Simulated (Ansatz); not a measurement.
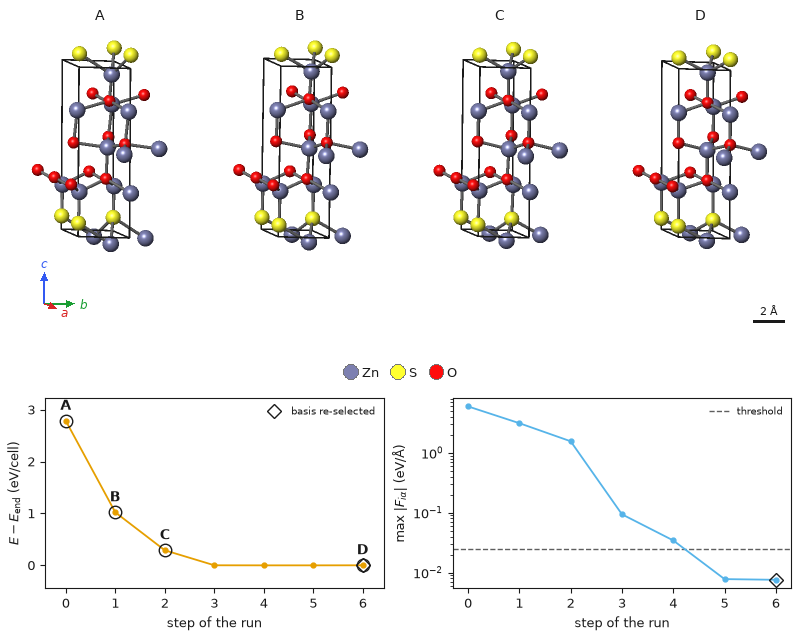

Frames of a relaxation of a crystal of Zn4SO3 (a generated structure, set up in P1) (coarse preliminary run), marked on the history of the run. The picture is a ball-and-stick view of the cell of the calculation, reduced to other axes, seen slightly off an axis. Lengths and directions refer to the drawn axes.

Computed with Ansatz, DFT PBE, scalar-relativistic, plane waves, PAW.

The input:
```yaml
crystal:
  lattice:
    - [3.4148608188, -0.0159748671, 0.0135809114]
    - [-1.7212650501, 2.9676070691, 0.0187928641]
    - [0.0440354805, 0.0957855709, 11.1942372139]
  atoms:
    - { symbol: Zn, position: [0.5779177907, 0.3177519403, 0.0513292352] }
    - { symbol: Zn, position: [0.6492122381, 0.3176509549, 0.4820677359] }
    - { symbol: Zn, position: [0.0156599854, -0.0215969994, 0.2542015603] }
    - { symbol: Zn, position: [-0.0262848037, -0.0073240716, 0.7366194963] }
    - { symbol: S, position: [-0.0575133519, -0.0753607017, 0.9182940356] }
    - { symbol: O, position: [0.6810125883, 0.4067202004, 0.2102921028] }
    - { symbol: O, position: [0.7141992275, 0.370478952, 0.6693949224] }
    - { symbol: O, position: [0.1124629923, 0.0250130583, 0.4478009115] }
basis:
  ecutwfc: 420
kpoints:
  mp_grid: { grid: [6, 6, 2] }
hamiltonian:
  xc: pbe
scf:
  occupations: { method: gaussian, width: 0.2 }
  lower_state_search: "off"
output:
  forces: true
  stress: true
  eigenvalues: true
relax:
  adjacent_minimum: "off"
  f_tol: 0.025
  max_steps: 60
  cell: { stress_tol: 0.25 }
```

Launched with:
```bash
ansatz run input.yaml --threads 4 --pin off --max-ram 8192MiB --backend cpu --events-out ev --progress --plain --runs-dir out
```

Q: What happens along the run?

A: The largest moves relative to the cell, 0.36 Å, are those of Zn1 and O8. O8 goes roughly along [1 3 0]. By element the largest moves are O 0.36 Å, Zn 0.35 Å, S 0.30 Å. The drawn cell changes as follows: a 3.403 → 3.423 Å (+0.6 %), b 3.415 → 3.424 Å (+0.3 %), c 11.195 → 11.099 Å (−0.9 %), α 89.5° → 90.0°, β 88.9° → 89.9°, γ 60.4° → 60.0°; the volume changes by −0.4 %. Some distances before and after: Zn1–S5 2.702 → 2.247 Å, Zn2–O8 1.635 → 2.053 Å, Zn4–S5 2.040 → 2.356 Å, Zn3–O6 1.777 → 2.056 Å. Among the angles between lasting bonds that change: S5–Zn1–O6 138.9° → 118.5°, Zn1–S5–Zn4 134.5° → 118.3°, Zn1–S5–Zn1 83.3° → 99.2°. Within 0.06 Å the space group is P1 at the start and P3m1 at the end; at a tighter tolerance small leftover displacements or strains of the cell lower it. Over 5 accepted moves (6 points after the start) the energy falls by 2.785 eV per cell of the calculation. Largest force component: 6 eV/Å at the start, 0.0076 eV/Å at the end. Pressure: 7.08 GPa at the start and 0.03 GPa at the end. The SCF was repeated once at an unchanged geometry on a basis and grid sized afresh for the cell, which shifted the energy by 1.1 meV per cell of the calculation at most. Cost: 42 s on 4 threads of Intel(R) Xeon(R) Platinum 8259CL CPU @ 2.50GHz (Skylake/Cascade Lake), on a shared host, peak memory 0.58 GiB. From step 0 to 1: S5 moves most (0.17 Å), volume −0.3 %, energy −1.764 eV per cell of the calculation. From step 1 to 2: Zn1 moves most (0.20 Å), volume −1.0 %, energy −0.731 eV per cell of the calculation. From step 2 to 6: Zn2 moves most (0.13 Å), volume +0.9 %, energy −0.289 eV per cell of the calculation.

| step | E − E(0), meV/atom | largest force component, eV/Å | pressure, GPa | volume, Å³/atom | note |
| --- | --- | --- | --- | --- | --- |
| 0 | 0.00 | 5.9732 | 7.08 | 14.141 |  |
| 1 | -220.52 | 3.1329 | 3.05 | 14.095 |  |
| 2 | -311.93 | 1.5622 | 1.77 | 13.956 |  |
| 3 | -348.07 | 0.0940 | 0.32 | 14.032 |  |
| 4 | -348.22 | 0.0344 | 0.05 | 14.077 |  |
| 5 | -348.22 | 0.0078 | 0.00 | 14.082 |  |
| 6 | -348.09 | 0.0076 | 0.03 | 14.082 | same geometry, new basis |
